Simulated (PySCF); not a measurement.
# CF₄O, SMILES `FC(F)(F)OF`: electronic structure

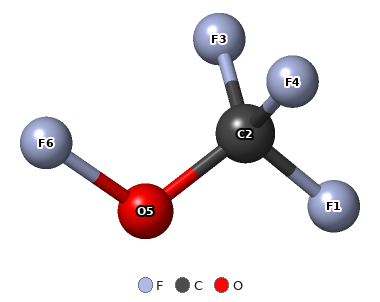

The molecule, with its atoms numbered as below. No frequency check shows the geometry to be a minimum.

Coordinates in Å:

```
F1       1.3777   -0.8615   -0.0142
C2       0.3622   -0.0130    0.0006
F3       0.4618    0.7842   -1.0580
F4       0.4696    0.7555    1.0764
O5      -0.7494   -0.7819   -0.0060
F6      -1.8844    0.0254    0.0008
```

## 1. Bonding charge

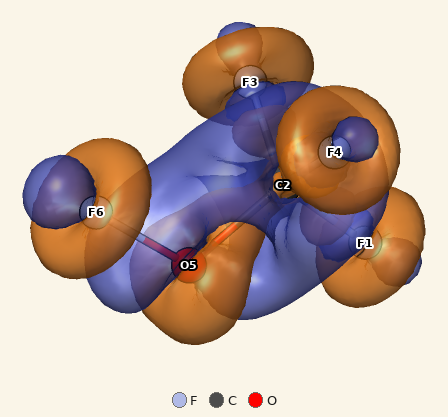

Deformation density (molecule less spherical, spin-averaged free atoms at the same positions), surfaces at ±0.07 e/Å³; orange: gain, blue: loss.

Level of theory: BLYP/6-311G** (PySCF), at a geometry from GFN2-xTB.

Describe the bonding that the map shows.

Answer. C2–O5: +0.39 e/Å³ at the bond critical point (bond length 1.35 Å, Mayer order 1.1). C2–F4 and C2–F3: +0.16 e/Å³ at the bond critical point (bond length 1.33 Å, Mayer order 1.2). F1–C2: +0.15 e/Å³ at the bond critical point (bond length 1.32 Å, Mayer order 1.1). O5–F6: −0.09 e/Å³ at the bond critical point (bond length 1.39 Å, Mayer order 0.9). In all, 1.5 electrons gather in the regions of gain relative to the promolecule. A small or negative value marks a very polar bond, one between electron-rich atoms, whose free-atom densities already overlap strongly, a long bond to a heavier atom, or a closed-shell contact such as a hydrogen bond.

Where do the Hirshfeld charges lie?

Answer. The highest Hirshfeld charge is on C2 (+0.29 e), the lowest on F3 and F4 (−0.08 e).

| atom | charge (e) |
| --- | --- |
| F1 | −0.06 |
| C2 | +0.29 |
| F3 | −0.09 |
| F4 | −0.08 |
| O5 | −0.04 |
| F6 | −0.02 |

## 2. Bond critical points

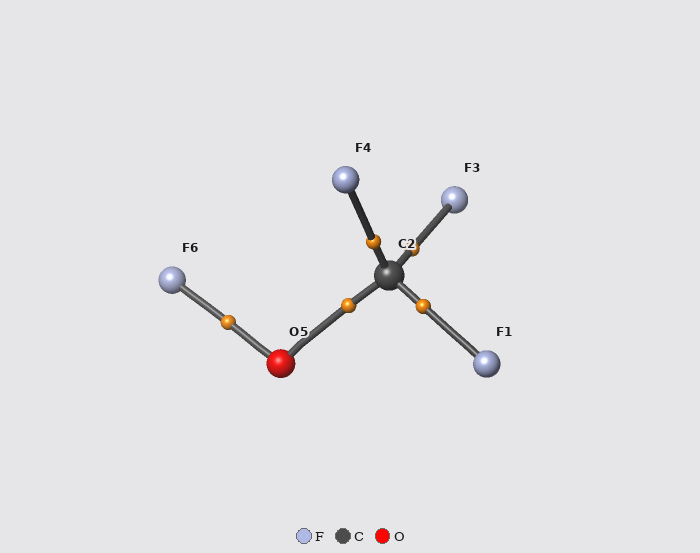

Molecular graph of the electron density (QTAIM): bond paths, bond critical points (orange), ring points (yellow, if any); weak paths are dashed.

How many critical points of each kind are there, and does the count close?

Answer. 6 nuclei, 5 bond, 0 ring and 0 cage critical points: 6 − 5 + 0 − 0 = 1, as the Poincaré–Hopf relation requires.

What does the calculation give at each kind of bond critical point?

Answer.
```csv
bond,length (Å),ρ (a.u.),∇²ρ (a.u.),ε,H (a.u.)
C2–O5,1.352,0.321,−0.87,0.09,−0.459
O5–F6,1.393,0.296,+0.30,0.05,−0.185
C2–F4 (2 alike),1.327,0.295,−0.39,0.03,−0.411
F1–C2,1.323,0.295,−0.35,0.02,−0.414
```

What kind of interaction is F1–C2?

Answer. Shared-shell (covalent): ρ = 0.295, ∇²ρ = −0.35, H = −0.414 a.u.

## 3. Local ionisation energy

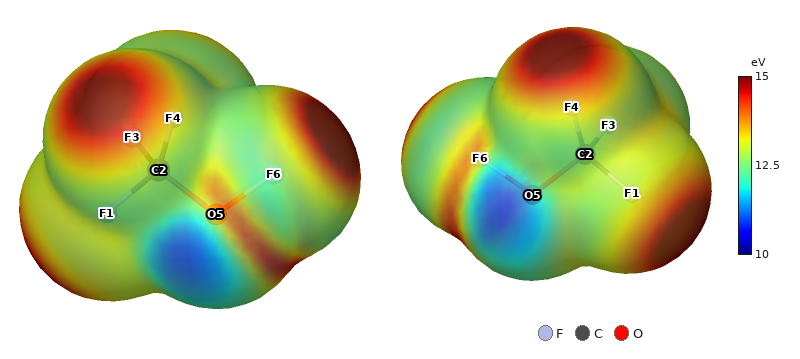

Average local ionisation energy on the surface of electron density 0.001 a.u. (back view left, front view right).

Locate the minima of the map.

Answer. The lowest value is 10.9 eV, 1.8 Å from O5, and at like points elsewhere. Further minima include 12.3 eV, 1.6 Å from F6; 12.3 eV, 1.6 Å from F6; 12.5 eV, 1.7 Å from F3. For comparison, the highest occupied orbital lies at −8.2 eV.

## 4. Removing or adding an electron

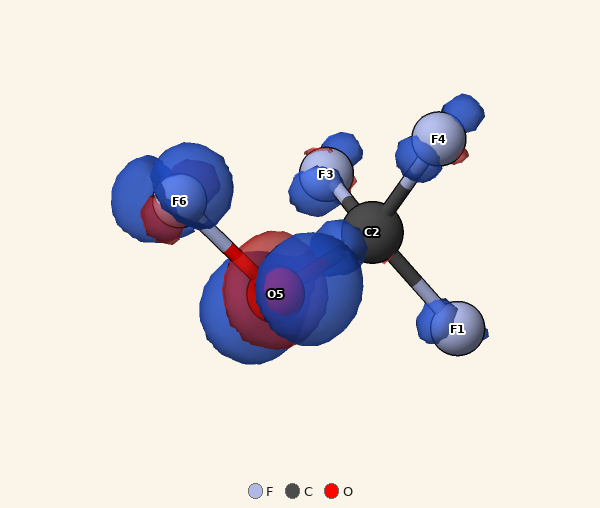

Fukui function f⁻ = ρ(N) − ρ(N−1) at fixed geometry, surfaces at ±0.1 e/Å³ (blue positive, red negative).

Level of theory: M06-2X/def2-SVPD (PySCF), at a geometry from GFN2-xTB.

Which atoms respond most to the removal of an electron?

Answer. f⁻ (Hirshfeld-condensed) is largest on O5 (0.39) and F6 (0.29); the vertical ionisation energy is 14.28 eV (the stability of the cation's solution wasn't checked). Condensed values hint at sites of electrophilic attack but needn't mark the atom that reacts. Orbital relaxation makes it negative in places (0.23 e in all).

## 5. Localised orbitals

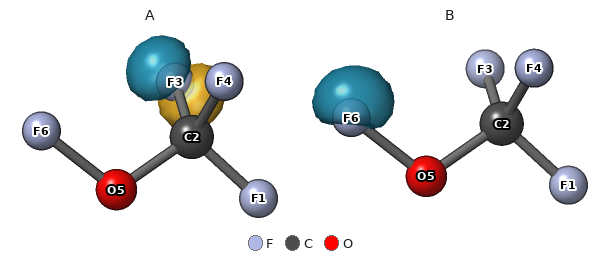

Pipek–Mezey orbitals, occupied; each surface holds about 70 % of the orbital's density. Energies are diagonal elements of the Fock matrix.

Level of theory: HF/6-311G** (PySCF), at a geometry from GFN2-xTB.

Name the orbitals, with their atomic make-up and energies.

Answer. By panel:
- A: lone pair on F3 (p-type) (F3 97 %; −20.1 eV)
- B: lone pair on F6 (sp0.4-type) (F6 100 %; −35.8 eV)

## 6. Stretching a bond

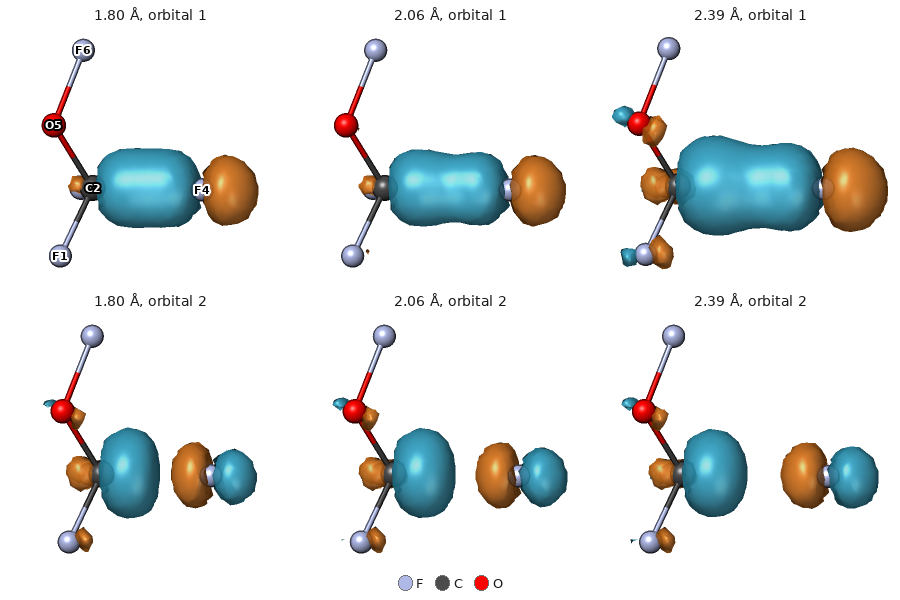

Rigid stretch of the C2–F4 bond. The two CASSCF(2,2) natural orbitals nearest half filling (orbital 1 the more occupied).

Method: cc-pVDZ basis; geometry: GFN2-xTB; program: PySCF.

How do the occupations change along the stretch?

Answer. 1.80 Å: 1.89 and 0.11; 2.06 Å: 1.77 and 0.23; 2.39 Å: 1.54 and 0.46. At the longest distance computed (3.72 Å) they are 1.00 and 1.00, and the effective number of unpaired electrons is 2.0.

Where does the UHF solution part from RHF?

Answer. Between 1.60 Å (⟨S²⟩ = 0, the two coincide) and 1.80 Å (⟨S²⟩ = 0.18); at 3.72 Å ⟨S²⟩ is 1.01 and UHF lies 6.5 eV below RHF.

How much energy does the stretch cost?

Answer. By CASSCF, 4.6 eV from the lowest point of the scan (1.33 Å) to 3.72 Å; RHF gives 10.3 eV from its own lowest point. The fragments aren't relaxed and dynamic correlation is missing, so this isn't a bond dissociation energy.

The PySCF runs shown took 17 s, 3.6 min, 3.3 s and 8.8 min on 1 thread of Arm Neoverse N1, with other jobs on the host.
